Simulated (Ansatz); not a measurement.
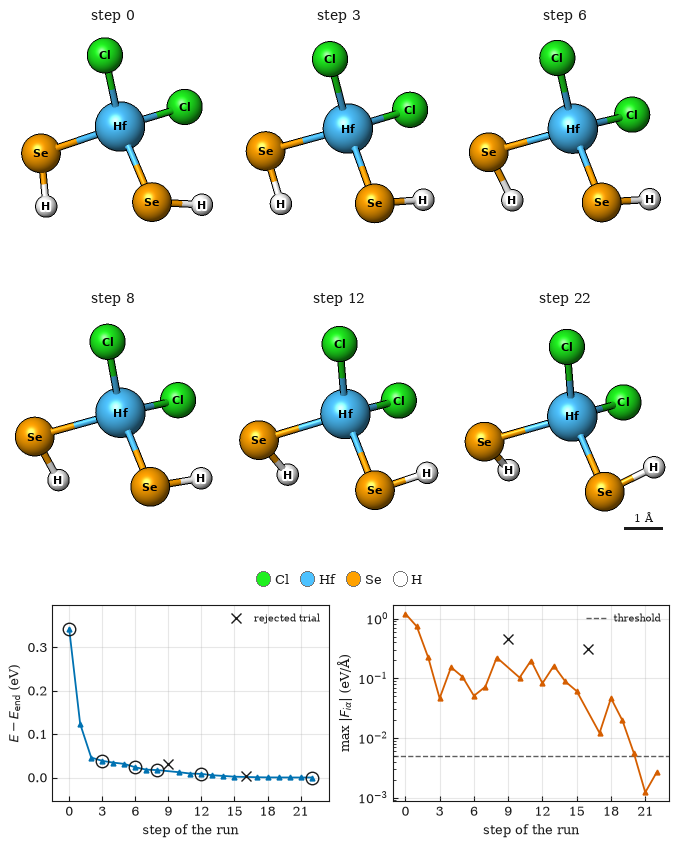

Frames of a relaxation of HfH2Se2Cl2, marked on the history of the run. A ball-and-stick model, seen at a tilt.

The start comes from GFN2-xTB.

These are results of RKS PBE0-D4/def2-TZVP (Ansatz), not measurements.

The input:
```yaml
crystal:
  periodic: [false, false, false]
  atoms:
    - {symbol: Cl, position_ang: [-1.725230, -1.369990, 1.005370]}
    - {symbol: Hf, position_ang: [0.076900, -0.637010, -0.146070]}
    - {symbol: Cl, position_ang: [1.241510, -2.512670, -0.590270]}
    - {symbol: Se, position_ang: [-0.398940, 0.545720, -2.309310]}
    - {symbol: Se, position_ang: [1.046970, 1.099190, 1.403070]}
    - {symbol: H, position_ang: [-0.442410, 1.917420, -1.903400]}
    - {symbol: H, position_ang: [0.201210, 0.957340, 2.540610]}
basis:
  gaussian: {orbitals: def2-TZVP}
hamiltonian: {xc: pbe0, dispersion: d4}
relax: {f_tol: 0.005, max_steps: 150}
```

Command:
```bash
ansatz run in.yaml --threads 4 --pin off --events-out ev --progress --plain --max-ram 11315MiB
```

### What happens along the run?

The largest move after the best rigid fit is that of H6, 0.88 Å. Largest moves by element: H 0.88 Å, Cl 0.72 Å, Se 0.48 Å, Hf 0.19 Å. Among the contacts that change: Hf2–Cl3 2.252 → 2.322 Å, Cl1–Hf2 2.261 → 2.327 Å, Se5–H7 1.425 → 1.476 Å, Se4–H6 1.431 → 1.476 Å. Among the angles between lasting bonds that change: Hf2–Se4–H6 102.3° → 86.2°, Hf2–Se5–H7 101.2° → 88.7°, Cl3–Hf2–Se5 119.7° → 110.7°. Groups turn about Hf2–Se4 by about 55°, Hf2–Se5 by about 45°. Over 20 accepted moves (22 points after the start) the energy falls by 0.343 eV. Largest force component: 1.2 eV/Å at the start, 0.0026 eV/Å at the end. The line search rejected the trial steps at points 9, 16 of the run. From step 0 to 3: H6 moves most (0.25 Å), energy −0.305 eV. From step 3 to 6: H6 moves most (0.30 Å), energy −0.015 eV. From step 6 to 8: H atoms move most (0.22 Å), energy −0.006 eV. From step 8 to 12: H7 moves most (0.31 Å), energy −0.009 eV. From step 12 to 22: H atoms move most (0.24 Å), energy −0.008 eV.

```json
{"step": "0", "E − E(0), eV": "0.0000", "largest force component, eV/Å": "1.2106", "note": ""}
{"step": "1", "E − E(0), eV": "-0.2197", "largest force component, eV/Å": "0.7388", "note": ""}
{"step": "2", "E − E(0), eV": "-0.2970", "largest force component, eV/Å": "0.2231", "note": ""}
{"step": "3", "E − E(0), eV": "-0.3047", "largest force component, eV/Å": "0.0462", "note": ""}
{"step": "4", "E − E(0), eV": "-0.3088", "largest force component, eV/Å": "0.1533", "note": ""}
{"step": "5", "E − E(0), eV": "-0.3117", "largest force component, eV/Å": "0.1058", "note": ""}
{"step": "6", "E − E(0), eV": "-0.3195", "largest force component, eV/Å": "0.0508", "note": ""}
{"step": "7", "E − E(0), eV": "-0.3250", "largest force component, eV/Å": "0.0720", "note": ""}
{"step": "8", "E − E(0), eV": "-0.3259", "largest force component, eV/Å": "0.2228", "note": ""}
{"step": "9", "E − E(0), eV": "-0.3111", "largest force component, eV/Å": "0.4513", "note": "rejected"}
{"step": "10", "E − E(0), eV": "-0.3309", "largest force component, eV/Å": "0.1026", "note": ""}
{"step": "11", "E − E(0), eV": "-0.3340", "largest force component, eV/Å": "0.1983", "note": ""}
{"step": "12", "E − E(0), eV": "-0.3347", "largest force component, eV/Å": "0.0825", "note": ""}
{"step": "13", "E − E(0), eV": "-0.3379", "largest force component, eV/Å": "0.1621", "note": ""}
{"step": "14", "E − E(0), eV": "-0.3394", "largest force component, eV/Å": "0.0884", "note": ""}
{"step": "15", "E − E(0), eV": "-0.3412", "largest force component, eV/Å": "0.0609", "note": ""}
{"step": "16", "E − E(0), eV": "-0.3388", "largest force component, eV/Å": "0.3121", "note": "rejected"}
{"step": "17", "E − E(0), eV": "-0.3424", "largest force component, eV/Å": "0.0121", "note": ""}
{"step": "18", "E − E(0), eV": "-0.3428", "largest force component, eV/Å": "0.0464", "note": ""}
{"step": "19", "E − E(0), eV": "-0.3430", "largest force component, eV/Å": "0.0196", "note": ""}
{"step": "20", "E − E(0), eV": "-0.3430", "largest force component, eV/Å": "0.0056", "note": ""}
{"step": "21", "E − E(0), eV": "-0.3430", "largest force component, eV/Å": "0.0012", "note": ""}
{"step": "22", "E − E(0), eV": "-0.3431", "largest force component, eV/Å": "0.0026", "note": ""}
```
